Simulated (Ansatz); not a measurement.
The parent structure is Si in the diamond structure (space group Fd-3m, No. 227; a = 5.444 Å). Axes: x, y, z lie along the cube axes.

Structures relaxed with r2SCAN, PAW, 500 eV (Ansatz, a quantum-chemistry and plane-wave program; no spin-orbit coupling).

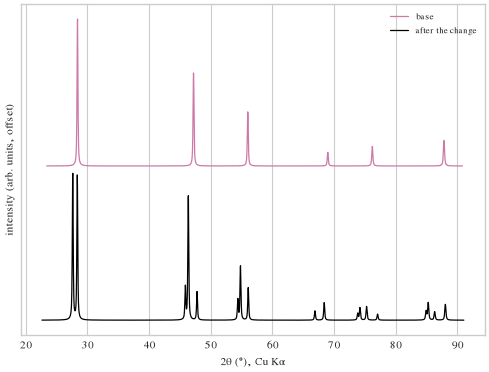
Simulated powder patterns before (top) and after one change

**Question.** What was done to the base?
A) biaxial strain −2.33 %, plane normal [001], relaxed out of plane
B) biaxial strain −1.11 %, plane normal [001], relaxed out of plane
C) biaxial strain +2.73 %, plane normal [110], relaxed out of plane
D) biaxial strain −1.13 %, plane normal [111], relaxed out of plane

**Answer.** C, biaxial strain +2.73 %, plane normal [110], relaxed out of plane. Its volume per atom is 21.05 Å³ against 20.17 Å³, and its space group is Imma (No. 74).

A biaxial case was relaxed in a doubled cell and then solved in the primitive one. Whether these cells are dynamically stable was not tested.
